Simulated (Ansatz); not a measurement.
```
atom    x (Å)    y (Å)    z (Å)
   C  -0.6027   1.7812  -0.1967
   B  -0.3856   0.3066   0.2559
  Si   0.8173  -0.7242   1.3881
   C  -0.1457  -1.0136  -0.4123
   H  -0.7700   1.8897  -1.2821
   H  -1.5020   2.1727   0.3183
   H   0.2229   2.4445   0.1140
   H   2.2790  -0.4076   1.4788
   H   0.5094  -1.9791   2.1306
   H   0.1463  -1.1015  -1.4690
   H  -0.5660  -1.9545  -0.0318
```

Method: UKS B3LYP-D4/cc-pVDZ in Ansatz.

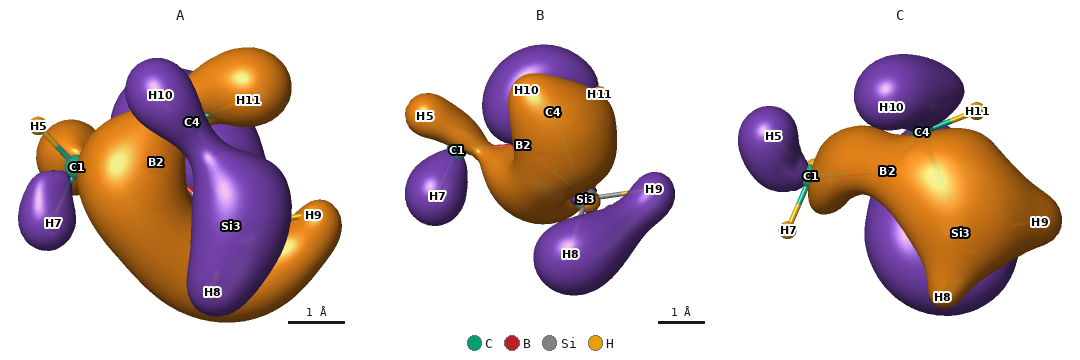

C$_{2}$H$_{7}$BSi. Three frontier orbitals at ±0.08 Å⁻³ᐟ² (orange and purple are the two phases), in no order.

### Which picture is the HOMO−1, the HOMO and the LUMO?

B is the HOMO−1 (−7.45 eV). It lies mainly on C4 (about 40 %), B2 (about 20 %), Si3 (about 20 %) and H8 (about 5 %). C is the HOMO (−6.26 eV). By Hirshfeld shares it lies mainly on Si3 (about 45 %), B2 (about 25 %) and C4 (about 15 %). A is the LUMO (−1.21 eV). Its weight (Hirshfeld) is mainly on B2 (about 40 %), Si3 (about 25 %), C4 (about 10 %) and C1 (about 5 %).

### What is the HOMO–LUMO gap?

5.05 eV between the orbital energies.
